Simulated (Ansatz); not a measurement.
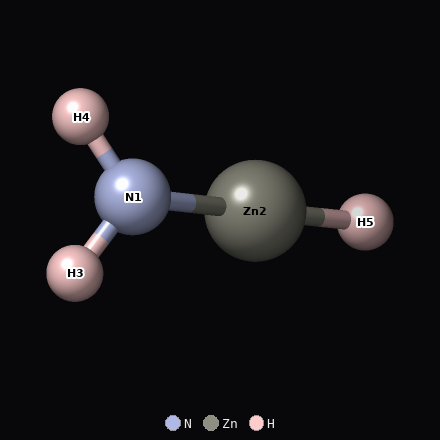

The system is H₃NZn, SMILES [NH2][ZnH]; the picture shows the grid point nearest to the relaxed geometry. Two internal coordinates are moved rigidly from the geometry relaxed at PBE0-D4/def2-TZVP, all others fixed. The first coordinate is: bond Zn2–H5; the second: bond N1–H3. The grid has 7 × 7 points. Energies: kJ/mol, counted from the lowest grid point. The calculation used RKS PBE0-D4/def2-TZVPP (Ansatz 0.2.0).

Its coordinates:

```xyz
5

N    -0.1440   -0.8338   -0.0656
Zn    0.3449    0.9156   -0.0974
H    -1.0657   -1.1172   -0.4304
H     0.0732   -1.4027    0.7390
H     0.8242    2.3652   -0.1953
```

Range: bond Zn2–H5 from 1.340 to 2.132 Å; bond N1–H3 from 0.908 to 1.211 Å.

> What will the energy surface look like?

The lowest grid point is at bond Zn2–H5 = 1.530 Å, bond N1–H3 = 1.031 Å. No other kind of well shows on this grid. The highest grid point, bond Zn2–H5 = 2.132 Å, bond N1–H3 = 1.211 Å, lies 180 kJ/mol above the lowest. Round the minimum the two coordinates are nearly uncoupled.

```
bond N1–H3 ↓, bond Zn2–H5 →  1.340  1.417  1.530  1.662  1.808  1.965  2.132
                      1.211     88     68     60     71     99    137    180
                      1.147     59     39     31     43     70    108    151
                      1.087     39     18     11     22     50     87    130
                      1.031     28      8      0     12     39     77    120
                      0.981     29      9      1     12     40     77    121
                      0.938     40     20     12     23     51     88    132
                      0.908     55     35     27     38     66    103    147
```

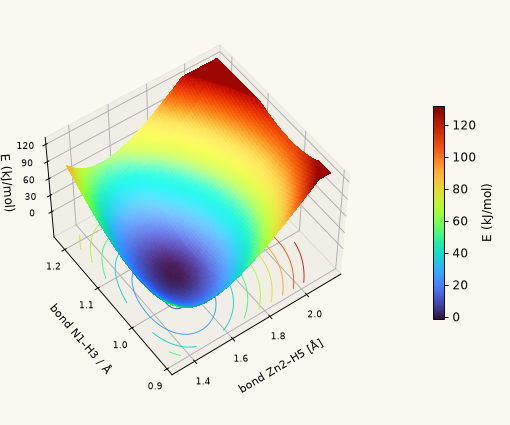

The picture shows a relief with its contours projected below, any walls above the top of the colour scale cut off. Between grid points the surface is interpolated.
